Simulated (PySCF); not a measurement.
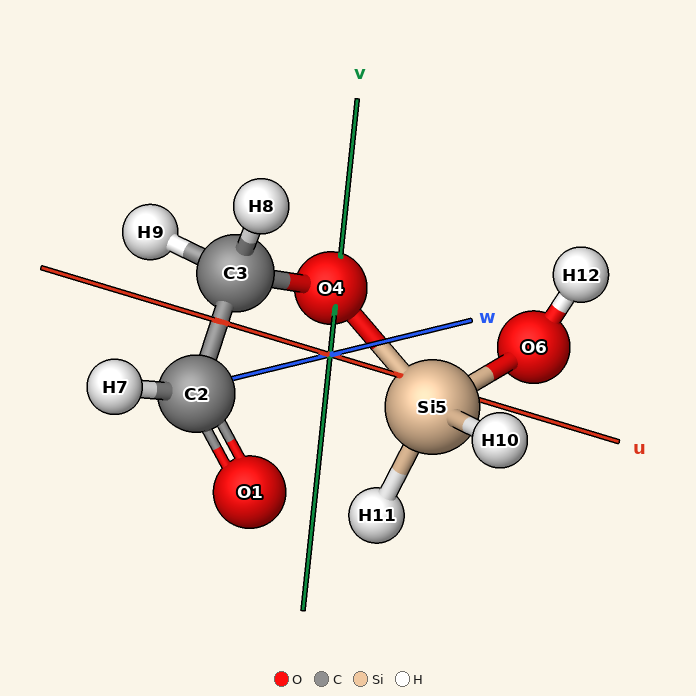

The lines u, v and w are the principal axes of the static dipole polarisability. The geometry was computed by an optimisation with PBE0-D3(BJ)/def2-SVP. No frequency run is at hand to confirm it as a minimum. Level of theory: PBE/def2-SVPD (PySCF 2.14.0).

Along which axis is the molecule most polarisable, and along which least?

Most along u (nearly parallel to the C3–O4 bond), least along w.

Give the three principal values.

u 79.1, v 64.1, w 52.9 bohr³; mean 65.4, anisotropy 22.8 bohr³.
